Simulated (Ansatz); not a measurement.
A series of calculations on H3C2ClF4

Part 1: Relaxation

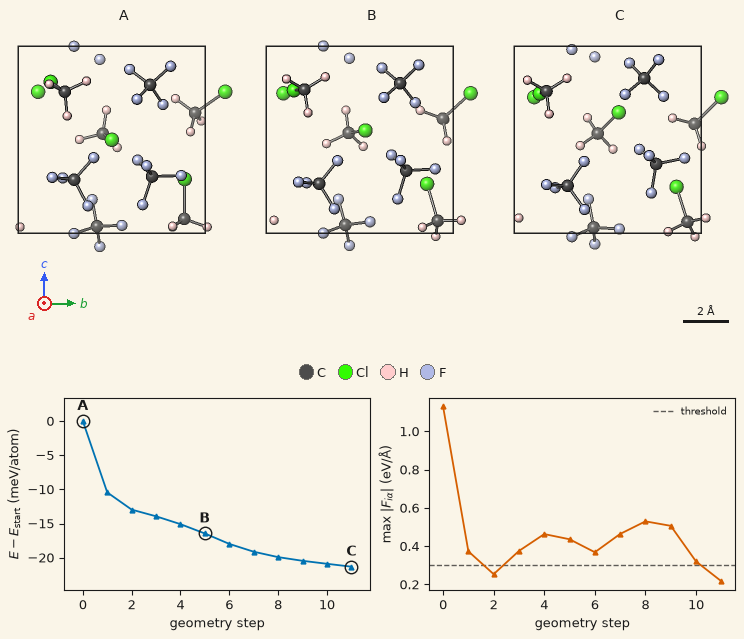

Frames of a relaxation of an amorphous cell of composition H$_{3}$C$_{2}$ClF$_{4}$, marked on the history of the run. Style: ball-and-stick. Shown: the cell of the calculation (origin shifted), along the a axis.

The cell holds 4 CH3Cl + 4 CF4. The run prepares the start of a later molecular dynamics calculation, from a guessed geometry.

Computed with Ansatz 0.2.0, DFT LDA, scalar-relativistic, plane waves, PAW. Set-up: plane-wave cutoff 420 eV; k-point mesh 1 × 1 × 1; occupations fermi dirac; smearing width 0.02 eV; no spin polarisation; atoms relaxed in a fixed cell; force threshold 0.3 eV/Å; at most 15 steps.

### Describe the path.

A Cl atom moves most: 1.43 Å along [−1 1 2]. By element the largest moves are Cl 1.43 Å, H 1.35 Å, F 0.90 Å, C 0.75 Å. The cell stays as it was. Some distances before and after: C–H 1.088 → 1.106 Å, C–F 1.329 → 1.311 Å, C–Cl 1.777 → 1.773 Å. Over 11 geometry steps the energy falls by 21.3 meV per atom. The largest force component goes from 1.1 to 0.22 eV/Å. The forces were under the threshold at step 2, but the run went on from there. From step 0 to 5: an H atom moves most (0.86 Å), energy −16.5 meV per atom. From step 5 to 11: a Cl atom moves most (0.93 Å), energy −4.9 meV per atom.

Limits of the set-up: the periodic images lie only 8.4 Å apart, so the values are limited by the cell's size.

Part 2: Dynamics

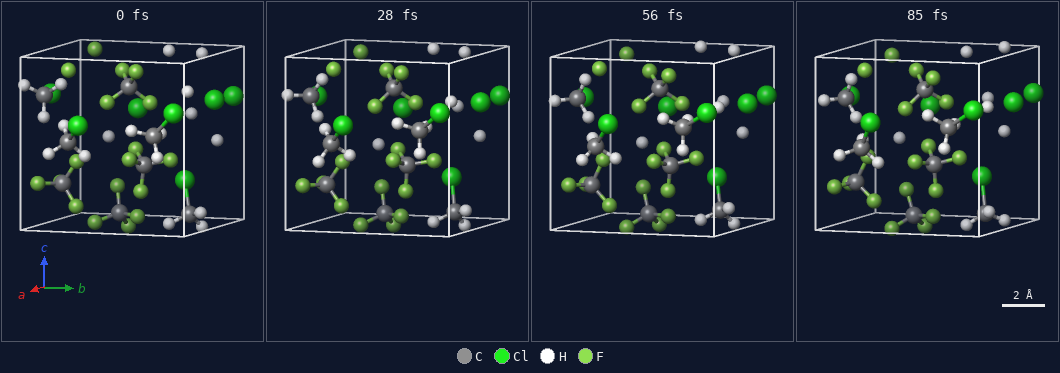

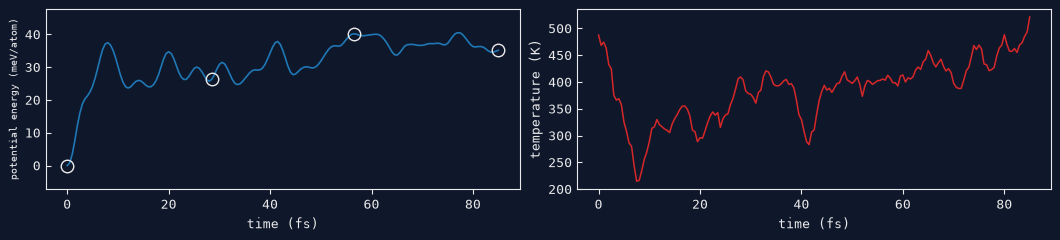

Molecular dynamics of a periodic cell with 4 CH3Cl + 4 CF4 at 1.571 g/cm³, 85 fs long. Frames and the history of the run. A ball-and-stick model of the simulation cell, seen slightly off an axis.

Method: DFT LDA, scalar-relativistic, plane waves, PAW (Ansatz). Set-up: plane-wave cutoff 420 eV; k-point mesh 1 × 1 × 1; Fermi-Dirac smearing 0.02 eV; Langevin thermostat (NVT); set temperature 500 K; time step 0.5 fs; friction 0.02 per fs.

Input
```yaml
crystal:
  lattice:
    - [8.366305, 0.0, 0.0]
    - [0.0, 8.366305, 0.0]
    - [0.0, 0.0, 8.366305]
  atoms:
    - { symbol: C, position: [0.95653365, 0.79923262, 0.5690285] }
    - { symbol: Cl, position: [1.02064461, 0.94292745, 0.71197748] }
    - { symbol: H, position: [0.82510334, 0.79342922, 0.57167779] }
    - { symbol: H, position: [0.99864549, 0.83665443, 0.45011478] }
    - { symbol: H, position: [1.00874709, 0.68174007, 0.60001297] }
    - { symbol: C, position: [0.62521664, 0.0082096, 0.74360907] }
    - { symbol: Cl, position: [0.41594003, -0.02764439, 0.73115946] }
    - { symbol: H, position: [0.67288789, 0.02233405, 0.6221026] }
    - { symbol: H, position: [0.64563083, 0.11793313, 0.81277469] }
    - { symbol: H, position: [0.68347723, -0.09352275, 0.80270556] }
    - { symbol: C, position: [0.25596588, 0.76166638, 0.04610276] }
    - { symbol: Cl, position: [0.17390598, 0.70298217, 0.23241239] }
    - { symbol: H, position: [0.34082823, 0.86021139, 0.06625065] }
    - { symbol: H, position: [0.31795068, 0.65808973, -0.00652687] }
    - { symbol: H, position: [0.15902205, 0.80169588, -0.03352974] }
    - { symbol: C, position: [0.97771685, 0.28200413, 0.51753773] }
    - { symbol: Cl, position: [1.11814603, 0.39426039, 0.63077607] }
    - { symbol: H, position: [0.91716983, 0.363344, 0.43403659] }
    - { symbol: H, position: [1.04388949, 0.18863658, 0.45272503] }
    - { symbol: H, position: [0.89209128, 0.22747918, 0.60191577] }
    - { symbol: C, position: [0.55802656, 0.59425404, 0.35490948] }
    - { symbol: F, position: [0.70584825, 0.55713904, 0.39939574] }
    - { symbol: F, position: [0.53233769, 0.7463757, 0.38601945] }
    - { symbol: F, position: [0.54366774, 0.56846018, 0.1998801] }
    - { symbol: F, position: [0.45597528, 0.50453518, 0.43302443] }
    - { symbol: C, position: [0.6374448, 0.5302441, 0.81251225] }
    - { symbol: F, position: [0.73238194, 0.60769996, 0.91203513] }
    - { symbol: F, position: [0.52801277, 0.45140725, 0.89372661] }
    - { symbol: F, position: [0.56725844, 0.63374948, 0.71661322] }
    - { symbol: F, position: [0.7227507, 0.42858565, 0.72697641] }
    - { symbol: C, position: [0.05729334, 0.26019344, 0.01613271] }
    - { symbol: F, position: [0.13424738, 0.39728886, 0.00737102] }
    - { symbol: F, position: [0.01547461, 0.23213584, 0.16673051] }
    - { symbol: F, position: [-0.07378504, 0.26625109, -0.07272835] }
    - { symbol: F, position: [0.15036315, 0.14365041, -0.03382928] }
    - { symbol: C, position: [0.62638738, 0.12084125, 0.23803849] }
    - { symbol: F, position: [0.63461949, 0.20942442, 0.36861238] }
    - { symbol: F, position: [0.65113871, 0.21188846, 0.11167414] }
    - { symbol: F, position: [0.73681964, 0.00854292, 0.24451696] }
    - { symbol: F, position: [0.48402556, 0.05476934, 0.2283167] }
basis:
  ecutwfc: 420.0
kpoints:
  mp_grid: { grid: [1, 1, 1] }
hamiltonian:
  xc: lda
scf:
  occupations: { method: fermi_dirac, width: 0.02 }
  lower_state_search: "off"
md:
  timestep: 0.5
  n_steps: 170
  ensemble: nvt_langevin
  temperature: 500.0
  initial_velocities: maxwell_boltzmann
  seed: 875340
  friction: 0.02
```

Run as
```bash
ansatz run input.yaml --threads 1 --pin off --max-ram 3072MiB --backend cpu --events-out ev --progress --plain --runs-dir out
```

**What happens in this trajectory?**

The mean temperature in the second half is 421 K (standard deviation 34 K). The potential energy in the second half lies on average 36.0 meV per atom above the first frame. In the second half of the run the atoms are, in the root-mean-square, this far from where they began (common drift taken out): H 0.52 Å, C 0.26 Å, F 0.26 Å, Cl 0.21 Å. The heavy atoms stay within a fraction of a molecule's size of their starting places; so short a run doesn't tell a liquid from a solid.

Limits of the set-up: the periodic images lie only 8.4 Å apart, so the values are limited by the cell's size.

Cost: 9.4 min on 1 thread of Arm Neoverse V1, with other jobs on the host, peak memory 0.54 GiB.

Part 3: Energy conservation

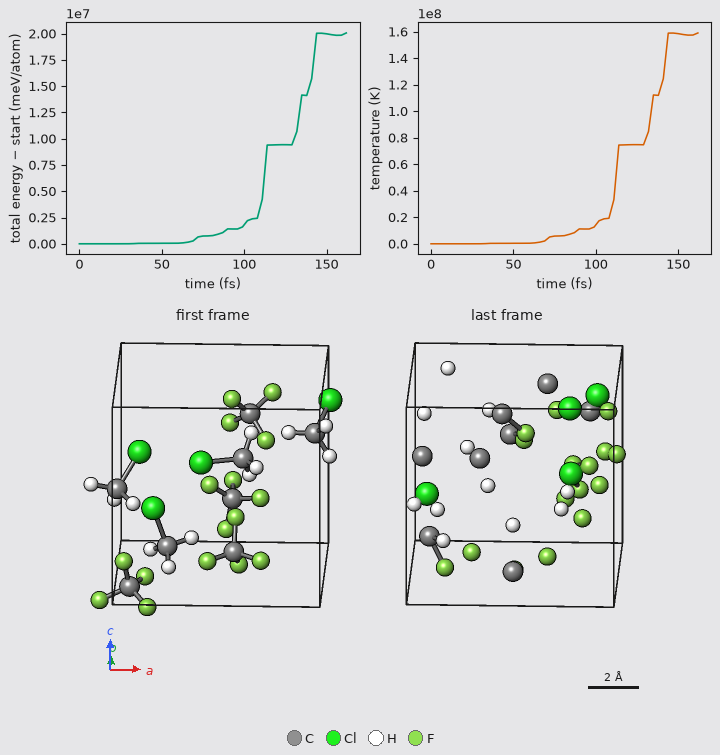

Molecular dynamics of a periodic cell with 4 CH3Cl + 4 CF4 at 1.571 g/cm³, of which 162 fs are on record. It starts from the last geometry of an earlier run, with fresh velocities. The picture is a ball-and-stick view of the simulation cell, seen from a free direction.

Computed with DFT LDA, scalar-relativistic, plane waves, PAW (Ansatz 0.2.0). Settings: plane-wave cutoff 420 eV; k-point mesh 1 × 1 × 1; Fermi-Dirac smearing 0.02 eV; constant energy (NVE); velocities drawn for 500 K; time step 3 fs.

Input file:
```yaml
crystal:
  lattice:
    - [8.366305, 0.0, 0.0]
    - [0.0, 8.366305, 0.0]
    - [0.0, 0.0, 8.366305]
  atoms:
    - { symbol: C, position: [0.93927974, 0.78458219, 0.6204817] }
    - { symbol: Cl, position: [1.00646023, 0.96155786, 0.73150457] }
    - { symbol: H, position: [0.81270774, 0.77466844, 0.62554996] }
    - { symbol: H, position: [1.01004716, 0.78492028, 0.50498228] }
    - { symbol: H, position: [0.99603477, 0.67955527, 0.69147109] }
    - { symbol: C, position: [0.62377713, 0.04118972, 0.73008732] }
    - { symbol: Cl, position: [0.42308528, -0.00726849, 0.72140912] }
    - { symbol: H, position: [0.65158709, 0.11318975, 0.62551362] }
    - { symbol: H, position: [0.66166625, 0.08827248, 0.84471793] }
    - { symbol: H, position: [0.69203261, -0.06752161, 0.71976465] }
    - { symbol: C, position: [0.22845019, 0.74925118, 0.05040924] }
    - { symbol: Cl, position: [0.16297148, 0.70401856, 0.25630804] }
    - { symbol: H, position: [0.34300872, 0.81358343, 0.07370243] }
    - { symbol: H, position: [0.23980697, 0.63821789, -0.01912351] }
    - { symbol: H, position: [0.14529979, 0.83555194, 0.0057022] }
    - { symbol: C, position: [1.00669321, 0.2766172, 0.49081574] }
    - { symbol: Cl, position: [1.11100457, 0.36963948, 0.64982981] }
    - { symbol: H, position: [0.98931076, 0.37168283, 0.40675544] }
    - { symbol: H, position: [1.08786235, 0.17186807, 0.45141368] }
    - { symbol: H, position: [0.88271516, 0.23872688, 0.52474453] }
    - { symbol: C, position: [0.55130306, 0.55383938, 0.3590606] }
    - { symbol: F, position: [0.68879303, 0.48798541, 0.38470603] }
    - { symbol: F, position: [0.54775145, 0.70755226, 0.4022768] }
    - { symbol: F, position: [0.5211925, 0.55371782, 0.20463598] }
    - { symbol: F, position: [0.44427871, 0.48065816, 0.45086783] }
    - { symbol: C, position: [0.63735254, 0.52910424, 0.79861778] }
    - { symbol: F, position: [0.74238401, 0.6168509, 0.87944629] }
    - { symbol: F, position: [0.55334951, 0.44608979, 0.89894476] }
    - { symbol: F, position: [0.53673569, 0.62387479, 0.72081339] }
    - { symbol: F, position: [0.71740314, 0.43893068, 0.69358328] }
    - { symbol: C, position: [0.06777615, 0.25275956, 0.00511066] }
    - { symbol: F, position: [0.13666835, 0.39546931, 0.01108322] }
    - { symbol: F, position: [0.04221275, 0.19839117, 0.14992033] }
    - { symbol: F, position: [-0.07714533, 0.26652018, -0.06997491] }
    - { symbol: F, position: [0.15738548, 0.15124903, -0.0653414] }
    - { symbol: C, position: [0.57766421, 0.08493043, 0.24216174] }
    - { symbol: F, position: [0.58252366, 0.16103064, 0.39271649] }
    - { symbol: F, position: [0.59665852, 0.20329995, 0.13972615] }
    - { symbol: F, position: [0.71099785, 0.00270241, 0.22513747] }
    - { symbol: F, position: [0.45346498, 0.00077983, 0.22032159] }
basis:
  ecutwfc: 420.0
kpoints:
  mp_grid: { grid: [1, 1, 1] }
hamiltonian:
  xc: lda
scf:
  occupations: { method: fermi_dirac, width: 0.02 }
  lower_state_search: "off"
  max_iter: 93
md:
  timestep: 3.0
  n_steps: 200
  ensemble: nve
  temperature: 500.0
  initial_velocities: maxwell_boltzmann
  seed: 197226
```

Launched with:
```bash
ansatz run input.yaml --threads 1 --pin off --max-ram 3072MiB --backend cpu --events-out ev --progress --plain --runs-dir out
```

### Check the integration.

The total energy moves between 0 and 2e+07 meV per atom from its start, in jumps that begin near 111 fs. The integration has failed. The time step of 3 fs is long for the fastest vibrations here (lightest element hydrogen). The run stopped early, after 54 steps, because a step didn't converge. The temperature peaks at 159048036 K, at 162 fs, and is 159048036 K at the end.

Limits of the set-up: the periodic images lie only 8.4 Å apart, so the values are limited by the cell's size.

The run took 21 min on 1 thread of Arm Neoverse V1, on a shared host, peak memory 0.61 GiB.
